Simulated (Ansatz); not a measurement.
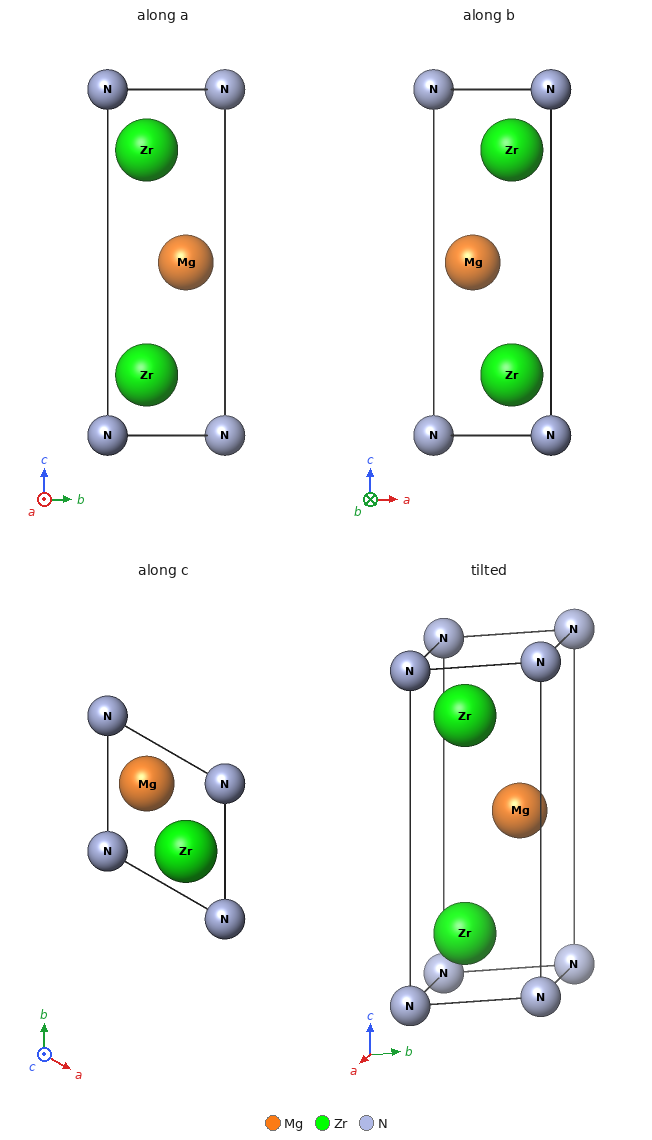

Structure drawing (spheres-only), viewed along the a axis, along the b axis, along the c axis and slightly off an axis. Lines trace the edges of the conventional unit cell.

Lattice parameters: a = 3.1968 Å, b = 3.1968 Å, c = 8.1591 Å, α = 90.000°, β = 90.000°, γ = 120.000°.

Q: Give the structure in the form of a CIF in P1 with every atom of the cell, with free fractional coordinates to two decimals.

A:
```cif
data_structure
_symmetry_space_group_name_H-M 'P 1'
_symmetry_Int_Tables_number 1
_cell_length_a 3.1968
_cell_length_b 3.1968
_cell_length_c 8.1591
_cell_angle_alpha 90.000
_cell_angle_beta 90.000
_cell_angle_gamma 120.000
_cell_volume 72.21
loop_
_atom_site_label
_atom_site_type_symbol
_atom_site_fract_x
_atom_site_fract_y
_atom_site_fract_z
_atom_site_occupancy
Mg1 Mg 0.3333 0.6667 0.50 1
Zr1 Zr 0.6667 0.3333 0.83 1
Zr2 Zr 0.6667 0.3333 0.17 1
N1 N 0.00 0.00 0.00 1
```

The structure comes from a structure type filled with these elements by a generator (whether the compound takes this form wasn't checked). The final geometry of a relaxation with DFT PBE, scalar-relativistic, plane waves, PAW (Ansatz) is shown.
